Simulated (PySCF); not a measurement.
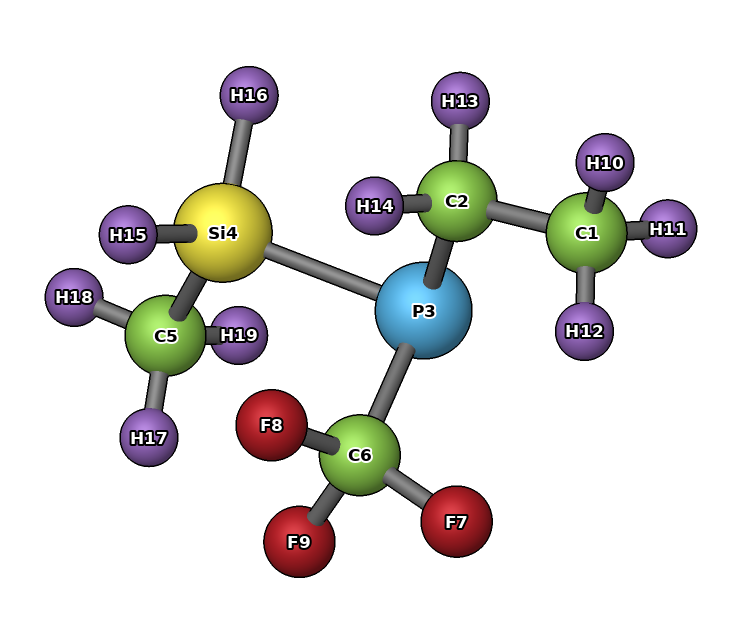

The thickness of each stick grows with its Mayer bond order. The computed structure is the end point of a GFN2-xTB optimisation. No frequency run is at hand to confirm it as a minimum. Computed with PBE0/pcSseg-1 (PySCF 2.14.0).

List the Mayer bond orders of C1–C2, C2–P3, P3–Si4, P3–C6, Si4–C5, C6–F7, C6–F8, C6–F9 (bonds between heavy atoms, one of each equivalent set).

```csv
bond,Mayer order,length (Å)
C1–C2,1.04,1.526
C2–P3,0.96,1.861
P3–Si4,0.85,2.267
P3–C6,0.91,1.875
Si4–C5,0.97,1.895
C6–F7,0.98,1.342
C6–F8,0.95,1.349
C6–F9,0.96,1.344
```

The geometry is semi-empirical. Around P, Si such bond lengths and angles can be off by a tenth of an ångström or more and by several degrees, and values that hang on the shape move with them.
